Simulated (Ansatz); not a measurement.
## SnH$_{4}$ClO$_{2}$: geometry relaxation (part 1 of 3)

The run: geometry relaxation of SnH$_{4}$ClO$_{2}$, multiplicity 2. Method and program: UKS B3LYP-D4/def2-SVP (Ansatz 0.2.0).

The run did not end well. It belongs to a series of runs on one base structure; here: end point A relaxed.

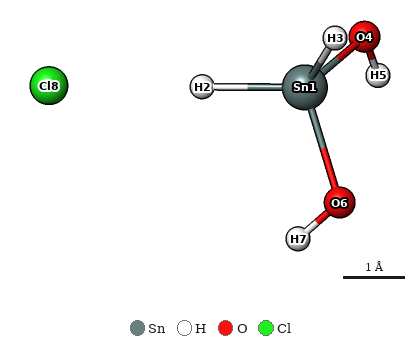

**Figure 1.** The structure as given in the input (ball-and-stick view, seen at a tilt; atoms are numbered from 1 in the order of the input). Sticks mark near contacts.

What the run reported:

```csv
quantity,value
outcome,not converged
hardware,"4 threads of AMD EPYC (Zen 3), 32 GiB of memory available, shared host"
wall time,3.3 min (CPU time 12 min)
peak memory,0.33 GiB
```

The run did not converge: “geometry relaxation did not converge after 50 steps: max|allowed force component| = 3.78e-1 eV/Å (threshold 3.0e-2). Raise `relax.max_steps` over both its present limit and 50, loosen `relax.f_tol`, or start from a geometry closer to equilibrium …” Its last values are not results.

Input:
```yaml
crystal:
  periodic: [false, false, false]
  atoms:
    - { symbol: Sn, position_ang: [0.056887, -0.004144, -0.028395] }
    - { symbol: H, position_ang: [-0.038134, 0.027969, 1.707159] }
    - { symbol: H, position_ang: [1.614407, 0.033837, -0.727213] }
    - { symbol: O, position_ang: [-0.919799, 1.570256, -0.752568] }
    - { symbol: H, position_ang: [-1.863391, 1.390067, -0.875999] }
    - { symbol: O, position_ang: [-0.909967, -1.632291, -0.647784] }
    - { symbol: H, position_ang: [-1.402444, -2.053468, 0.070766] }
    - { symbol: Cl, position_ang: [-0.001961, -0.028626, 4.263833] }
magnetization:
  spin_polarized: true
  initial_magnetization: 1
basis:
  gaussian: { orbitals: def2-SVP }
hamiltonian:
  xc: b3lyp
  dispersion: d4
relax:
  f_tol: 0.03
  max_steps: 50
```

Run as:
```bash
ansatz run input.yaml --threads 4 --pin off --max-ram 5120MiB --backend cpu --events-out ev --progress --plain --runs-dir out
```

Log:
```
The last accepted step is kept in [file] (removed where the run ends without a failure and the disk answers)
Engine: ansatz 0.2.0, x86_64-unknown-linux-gnu
Functional definition: B3LYP
  parameter a0 = 0.2
  parameter ax = 0.72
  parameter ac = 0.81
  exchange = (1 - a0 - ax)*slater_x + ax*b88_x + a0*exact_x
  correlation = (1 - ac)*vwn_rpa_c + ac*lyp_c
1034 factors; integrals over basis functions are off by at most 3.7e-4 eV
mean field evaluation 1: about -22496.7053 eV, gradient 5.3e1 eV
mean field evaluation 2: about -22428.8435 eV, gradient 1.3e2 eV
mean field evaluation 4: about -22506.6446 eV, gradient 7.0e0 eV
mean field evaluation 8: about -22506.8446 eV, gradient 1.4e-1 eV
mean field evaluation 16: about -22506.8449 eV, gradient 6.3e-3 eV
mean field evaluation 32: about -22506.8449 eV, gradient 6.0e-5 eV
mean field -22506.84491573 eV, -827.1112949657 hartree, gradient 5.9e-6 eV, S^2 0.752294; 4 other end points of the search recorded, 0 dependent functions left out
the calculation of the forces begins
reference -22506.84519156 eV, -827.1113051024 hartree; 30, 29 occupied and 62, 63 virtual orbitals, 1034 factors
relax step   1: F+E_penalty+E_count = -22507.04627194 eV  Δ(F+E_penalty+E_count) = +0.000e0 eV  max|allowed force component| = 3.492e-1 eV/Å  Δτ_max = 0.0000 Å  (118 SCF iters, accepted)
these checks for a lower state are left out or cut short: starts, cluster_reference, orbital_swaps, neighbouring_geometries, increment
1034 factors; integrals over basis functions are off by at most 3.7e-4 eV
mean field evaluation 64: about -22506.8934 eV, gradient 7.6e-6 eV
mean field -22506.89344631 eV, -827.1130784317 hartree, gradient 7.6e-6 eV, S^2 0.752604; 0 other end points of the search recorded, 0 dependent functions left out
[... from here on the field's lines of each further geometry are left out, up to the last ...]
relax step   2: F+E_penalty+E_count = -22507.09920878 eV  Δ(F+E_penalty+E_count) = -5.294e-2 eV  max|allowed force component| = 4.779e-1 eV/Å  Δτ_max = 0.1133 Å  (58 SCF iters, accepted)
relax step   3: F+E_penalty+E_count = -22507.17678964 eV  Δ(F+E_penalty+E_count) = -7.758e-2 eV  max|allowed force component| = 5.716e-1 eV/Å  Δτ_max = 0.1409 Å  (46 SCF iters, accepted)
relax step   4: F+E_penalty+E_count = -22507.35855365 eV  Δ(F+E_penalty+E_count) = -1.818e-1 eV  max|allowed force component| = 7.955e-1 eV/Å  Δτ_max = 0.1978 Å  (42 SCF iters, accepted)
relax step   5: F+E_penalty+E_count = -22507.68506990 eV  Δ(F+E_penalty+E_count) = -3.265e-1 eV  max|allowed force component| = 1.498e0 eV/Å  Δτ_max = 0.1945 Å  (36 SCF iters, accepted)
relax step   6: F+E_penalty+E_count = -22508.02777966 eV  Δ(F+E_penalty+E_count) = -3.427e-1 eV  max|allowed force component| = 1.764e0 eV/Å  Δτ_max = 0.1949 Å  (37 SCF iters, accepted)
relax step   7: F+E_penalty+E_count = -22508.19600680 eV  Δ(F+E_penalty+E_count) = -1.682e-1 eV  max|allowed force component| = 4.296e-1 eV/Å  Δτ_max = 0.1941 Å  (35 SCF iters, accepted)
relax step   8: F+E_penalty+E_count = -22508.24643773 eV  Δ(F+E_penalty+E_count) = -5.043e-2 eV  max|allowed force component| = 3.260e-1 eV/Å  Δτ_max = 0.1999 Å  (33 SCF iters, accepted)
relax step   9: F+E_penalty+E_count = -22508.25625699 eV  Δ(F+E_penalty+E_count) = -9.819e-3 eV  max|allowed force component| = 3.115e-1 eV/Å  Δτ_max = 0.1677 Å  (34 SCF iters, accepted)
relax step  10: F+E_penalty+E_count = -22508.18714713 eV  Δ(F+E_penalty+E_count) = +6.911e-2 eV  max|allowed force component| = 1.356e0 eV/Å  Δτ_max = 0.0946 Å  (34 SCF iters, rejected (line search))
relax step  11: F+E_penalty+E_count = -22508.25680679 eV  Δ(F+E_penalty+E_count) = -5.498e-4 eV  max|allowed force component| = 5.344e-1 eV/Å  Δτ_max = 0.0463 Å  (34 SCF iters, accepted)
relax step  12: F+E_penalty+E_count = -22508.26904360 eV  Δ(F+E_penalty+E_count) = -1.224e-2 eV  max|allowed force component| = 3.142e-1 eV/Å  Δτ_max = 0.1000 Å  (33 SCF iters, accepted)
relax step  13: F+E_penalty+E_count = -22508.27874470 eV  Δ(F+E_penalty+E_count) = -9.701e-3 eV  max|allowed force component| = 7.357e-2 eV/Å  Δτ_max = 0.1500 Å  (34 SCF iters, accepted)
relax step  14: F+E_penalty+E_count = -22508.27847361 eV  Δ(F+E_penalty+E_count) = +2.711e-4 eV  max|allowed force component| = 2.376e-1 eV/Å  Δτ_max = 0.0667 Å  (34 SCF iters, rejected (line search))
relax step  15: F+E_penalty+E_count = -22508.28143853 eV  Δ(F+E_penalty+E_count) = -2.694e-3 eV  max|allowed force component| = 5.750e-2 eV/Å  Δτ_max = 0.0325 Å  (34 SCF iters, accepted)
relax step  16: F+E_penalty+E_count = -22508.28656975 eV  Δ(F+E_penalty+E_count) = -5.131e-3 eV  max|allowed force component| = 1.129e-1 eV/Å  Δτ_max = 0.0995 Å  (33 SCF iters, accepted)
relax step  17: F+E_penalty+E_count = -22508.28913181 eV  Δ(F+E_penalty+E_count) = -2.562e-3 eV  max|allowed force component| = 3.533e-1 eV/Å  Δτ_max = 0.1463 Å  (32 SCF iters, accepted)
relax step  18: F+E_penalty+E_count = -22508.29471508 eV  Δ(F+E_penalty+E_count) = -5.583e-3 eV  max|allowed force component| = 2.631e-1 eV/Å  Δτ_max = 0.1019 Å  (32 SCF iters, accepted)
relax step  19: F+E_penalty+E_count = -22508.29732915 eV  Δ(F+E_penalty+E_count) = -2.614e-3 eV  max|allowed force component| = 2.020e-1 eV/Å  Δτ_max = 0.0327 Å  (34 SCF iters, accepted)
relax step  20: F+E_penalty+E_count = -22508.30859727 eV  Δ(F+E_penalty+E_count) = -1.127e-2 eV  max|allowed force component| = 3.194e-1 eV/Å  Δτ_max = 0.1924 Å  (34 SCF iters, accepted)
relax step  21: F+E_penalty+E_count = -22508.31279881 eV  Δ(F+E_penalty+E_count) = -4.202e-3 eV  max|allowed force component| = 5.709e-1 eV/Å  Δτ_max = 0.1900 Å  (33 SCF iters, accepted)
relax step  22: F+E_penalty+E_count = -22508.31366386 eV  Δ(F+E_penalty+E_count) = -8.651e-4 eV  max|allowed force component| = 8.975e-1 eV/Å  Δτ_max = 0.1784 Å  (34 SCF iters, accepted)
relax step  23: F+E_penalty+E_count = -22508.32497064 eV  Δ(F+E_penalty+E_count) = -1.131e-2 eV  max|allowed force component| = 7.534e-1 eV/Å  Δτ_max = 0.0341 Å  (33 SCF iters, accepted)
relax step  24: F+E_penalty+E_count = -22508.35509595 eV  Δ(F+E_penalty+E_count) = -3.013e-2 eV  max|allowed force component| = 1.326e-1 eV/Å  Δτ_max = 0.1980 Å  (32 SCF iters, accepted)
relax step  25: F+E_penalty+E_count = -22508.36766447 eV  Δ(F+E_penalty+E_count) = -1.257e-2 eV  max|allowed force component| = 1.962e-1 eV/Å  Δτ_max = 0.1952 Å  (35 SCF iters, accepted)
relax step  26: F+E_penalty+E_count = -22508.34813256 eV  Δ(F+E_penalty+E_count) = +1.953e-2 eV  max|allowed force component| = 1.185e0 eV/Å  Δτ_max = 0.1928 Å  (34 SCF iters, rejected (line search))
relax step  27: F+E_penalty+E_count = -22508.37983933 eV  Δ(F+E_penalty+E_count) = -1.217e-2 eV  max|allowed force component| = 9.861e-2 eV/Å  Δτ_max = 0.0964 Å  (32 SCF iters, accepted)
relax step  28: F+E_penalty+E_count = -22508.38223991 eV  Δ(F+E_penalty+E_count) = -2.401e-3 eV  max|allowed force component| = 5.528e-1 eV/Å  Δτ_max = 0.0977 Å  (32 SCF iters, accepted)
relax step  29: F+E_penalty+E_count = -22508.39972337 eV  Δ(F+E_penalty+E_count) = -1.748e-2 eV  max|allowed force component| = 4.349e-2 eV/Å  Δτ_max = 0.1369 Å  (33 SCF iters, accepted)
relax step  30: F+E_penalty+E_count = -22508.38574229 eV  Δ(F+E_penalty+E_count) = +1.398e-2 eV  max|allowed force component| = 1.209e0 eV/Å  Δτ_max = 0.1951 Å  (34 SCF iters, rejected (line search))
relax step  31: F+E_penalty+E_count = -22508.40652160 eV  Δ(F+E_penalty+E_count) = -6.798e-3 eV  max|allowed force component| = 6.048e-2 eV/Å  Δτ_max = 0.0972 Å  (33 SCF iters, accepted)
relax step  32: F+E_penalty+E_count = -22508.41041341 eV  Δ(F+E_penalty+E_count) = -3.892e-3 eV  max|allowed force component| = 2.448e-1 eV/Å  Δτ_max = 0.0976 Å  (34 SCF iters, accepted)
relax step  33: F+E_penalty+E_count = -22508.41190702 eV  Δ(F+E_penalty+E_count) = -1.494e-3 eV  max|allowed force component| = 3.168e-1 eV/Å  Δτ_max = 0.0794 Å  (34 SCF iters, accepted)
relax step  34: F+E_penalty+E_count = -22508.41415418 eV  Δ(F+E_penalty+E_count) = -2.247e-3 eV  max|allowed force component| = 2.248e-1 eV/Å  Δτ_max = 0.0621 Å  (34 SCF iters, accepted)
relax step  35: F+E_penalty+E_count = -22508.41646506 eV  Δ(F+E_penalty+E_count) = -2.311e-3 eV  max|allowed force component| = 1.240e-1 eV/Å  Δτ_max = 0.0457 Å  (33 SCF iters, accepted)
relax step  36: F+E_penalty+E_count = -22508.41790373 eV  Δ(F+E_penalty+E_count) = -1.439e-3 eV  max|allowed force component| = 6.305e-2 eV/Å  Δτ_max = 0.0308 Å  (34 SCF iters, accepted)
relax step  37: F+E_penalty+E_count = -22508.41869646 eV  Δ(F+E_penalty+E_count) = -7.927e-4 eV  max|allowed force component| = 4.785e-2 eV/Å  Δτ_max = 0.0361 Å  (33 SCF iters, accepted)
relax step  38: F+E_penalty+E_count = -22508.41906517 eV  Δ(F+E_penalty+E_count) = -3.687e-4 eV  max|allowed force component| = 6.426e-2 eV/Å  Δτ_max = 0.0261 Å  (34 SCF iters, accepted)
relax step  39: F+E_penalty+E_count = -22508.41930652 eV  Δ(F+E_penalty+E_count) = -2.413e-4 eV  max|allowed force component| = 6.770e-2 eV/Å  Δτ_max = 0.0191 Å  (34 SCF iters, accepted)
relax step  40: F+E_penalty+E_count = -22508.41975085 eV  Δ(F+E_penalty+E_count) = -4.443e-4 eV  max|allowed force component| = 9.440e-2 eV/Å  Δτ_max = 0.0389 Å  (34 SCF iters, accepted)
relax step  41: F+E_penalty+E_count = -22508.41133153 eV  Δ(F+E_penalty+E_count) = +8.419e-3 eV  max|allowed force component| = 7.699e-1 eV/Å  Δτ_max = 0.1623 Å  (34 SCF iters, rejected (line search))
relax step  42: F+E_penalty+E_count = -22508.42188004 eV  Δ(F+E_penalty+E_count) = -2.129e-3 eV  max|allowed force component| = 1.368e-1 eV/Å  Δτ_max = 0.0812 Å  (34 SCF iters, accepted)
relax step  43: F+E_penalty+E_count = -22508.42603973 eV  Δ(F+E_penalty+E_count) = -4.160e-3 eV  max|allowed force component| = 2.927e-1 eV/Å  Δτ_max = 0.0975 Å  (34 SCF iters, accepted)
relax step  44: F+E_penalty+E_count = -22508.43427719 eV  Δ(F+E_penalty+E_count) = -8.237e-3 eV  max|allowed force component| = 7.322e-1 eV/Å  Δτ_max = 0.1459 Å  (33 SCF iters, accepted)
relax step  45: F+E_penalty+E_count = -22508.46950904 eV  Δ(F+E_penalty+E_count) = -3.523e-2 eV  max|allowed force component| = 1.102e0 eV/Å  Δτ_max = 0.1951 Å  (34 SCF iters, accepted)
relax step  46: F+E_penalty+E_count = -22508.54830481 eV  Δ(F+E_penalty+E_count) = -7.880e-2 eV  max|allowed force component| = 1.301e0 eV/Å  Δτ_max = 0.1911 Å  (35 SCF iters, accepted)
relax step  47: F+E_penalty+E_count = -22508.64337015 eV  Δ(F+E_penalty+E_count) = -9.507e-2 eV  max|allowed force component| = 9.254e-1 eV/Å  Δτ_max = 0.1955 Å  (34 SCF iters, accepted)
relax step  48: F+E_penalty+E_count = -22508.70828358 eV  Δ(F+E_penalty+E_count) = -6.491e-2 eV  max|allowed force component| = 1.115e0 eV/Å  Δτ_max = 0.1943 Å  (35 SCF iters, accepted)
the calculation of the forces begins
reference -22508.46017024 eV, -827.1706544742 hartree; 30, 29 occupied and 62, 63 virtual orbitals, 1036 factors
relax step  49: F+E_penalty+E_count = -22508.74549163 eV  Δ(F+E_penalty+E_count) = -3.721e-2 eV  max|allowed force component| = 9.217e-1 eV/Å  Δτ_max = 0.1935 Å  (33 SCF iters, accepted)
these checks for a lower state are left out or cut short: starts, cluster_reference, orbital_swaps, neighbouring_geometries, increment
1036 factors; integrals over basis functions are off by at most 9.2e-4 eV
mean field -22508.48181285 eV, -827.1714498252 hartree, gradient 1.7e-5 eV, S^2 0.754833; 0 other end points of the search recorded, 0 dependent functions left out
the calculation of the forces begins
reference -22508.48205501 eV, -827.1714587245 hartree; 30, 29 occupied and 62, 63 virtual orbitals, 1036 factors
relax step  50: F+E_penalty+E_count = -22508.76847829 eV  Δ(F+E_penalty+E_count) = -2.299e-2 eV  max|allowed force component| = 3.781e-1 eV/Å  Δτ_max = 0.0880 Å  (34 SCF iters, accepted)
```

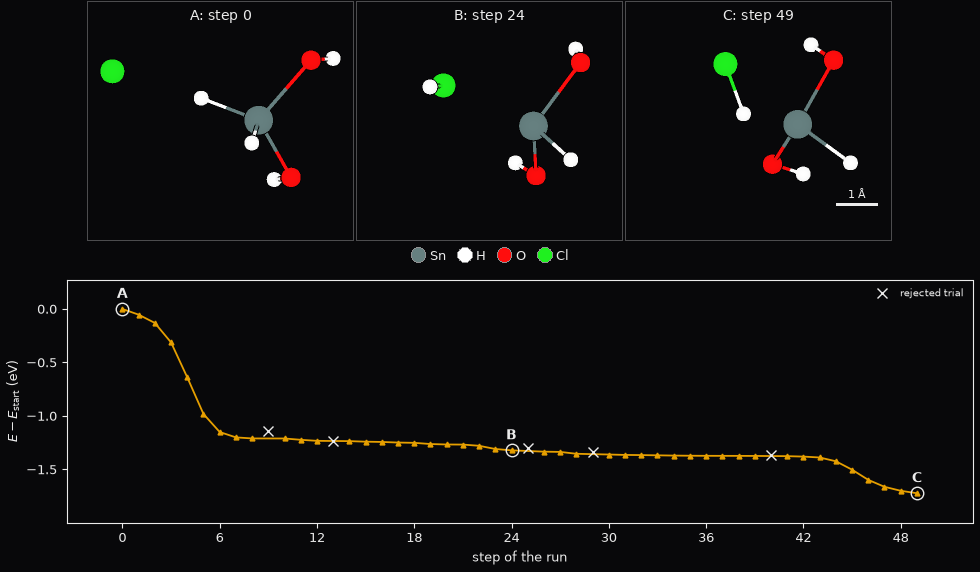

**Figure 2.** Frames of the relaxation (ball-and-stick view, seen at a tilt) above the curves, on which the letters mark them (the first geometry is step 0 here and step 1 in the log).

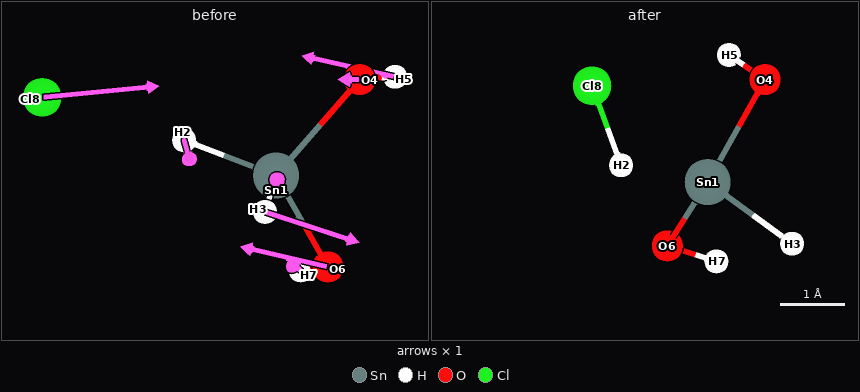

**Figure 3.** Before (left) and after (right) the relaxation, at one scale (ball-and-stick view, seen at a tilt). The pink arrows give the displacements, at true length. The relaxation stopped without meeting its thresholds, so the last structure isn't shown to be converged. Cl8 moves most after the best rigid fit: 1.89 Å. By element the largest moves are Cl 1.89 Å, H 1.61 Å, O 1.46 Å, Sn 0.75 Å. Distances before and after: H2–Cl8 2.558 → 1.352 Å, Sn1–H2 1.738 → 2.832 Å, Sn1–O6 1.992 → 2.071 Å, Sn1–H3 1.708 → 1.762 Å. New bonds form: H2–Cl8 (2.56 → 1.35 Å). Bonds break: Sn1–H2 (1.74 → 2.83 Å). Among the angles that change: O4–Sn1–O6 107.2° → 101.5°, H3–Sn1–O6 109.5° → 106.0°, Sn1–O4–H5 112.2° → 109.7°. The energy falls by 1.722 eV in 49 geometry steps. The largest force component goes from 0.35 to 0.38 eV/Å. The line search rejected the trial steps at points 9, 13, 25, 29, 40 (counted from 0) and went back. (Atoms are counted from 1 in the order of the input.)
